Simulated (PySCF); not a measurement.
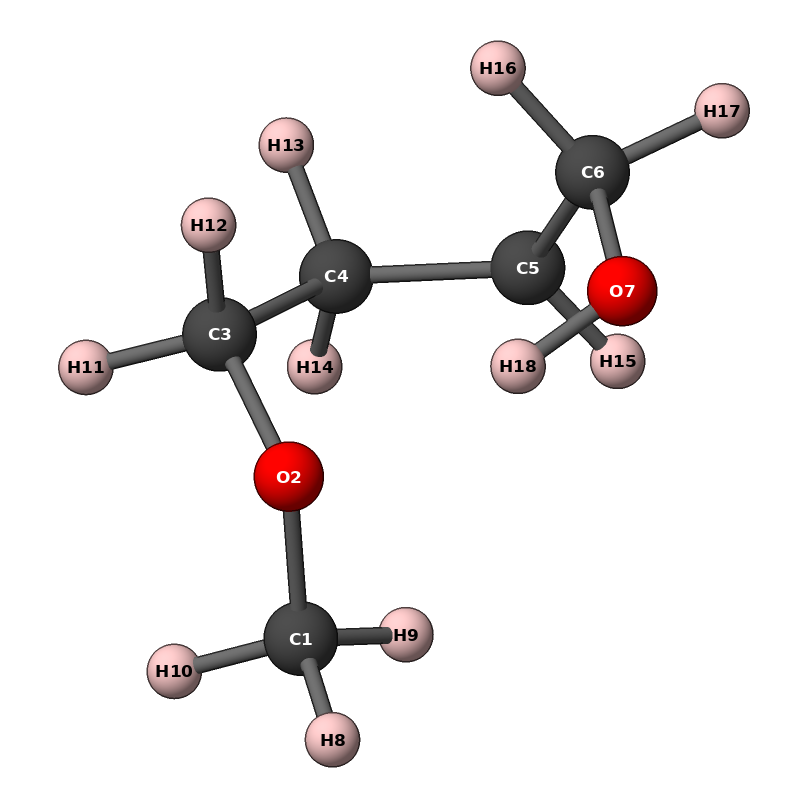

The questions are on Mulliken spin populations. State: neutral, doublet. The computed structure is the end point of a GFN2-xTB optimisation. No frequency run is at hand to confirm it as a minimum. Properties computed with UKS B3LYP, pcH-1 on C H O, non-relativistic (PySCF 2.14.0).

**Which atom carries the largest spin population?**

C5 (1.01 e).

**Which atom has the lowest spin population?**

C4 (−0.08 e); a negative value comes from spin polarisation.

Give the Mulliken spin populations atom by atom.

```tsv
atom	value (e)
C1	0.00
O2	0.00
C3	0.05
C4	−0.08
C5	1.01
C6	−0.06
O7	0.06
H8	0.00
H9	0.00
H10	0.00
H11	0.01
H12	0.00
H13	0.04
H14	0.00
H15	−0.04
H16	0.00
H17	0.02
H18	0.00
```

Mulliken values depend strongly on the basis set.
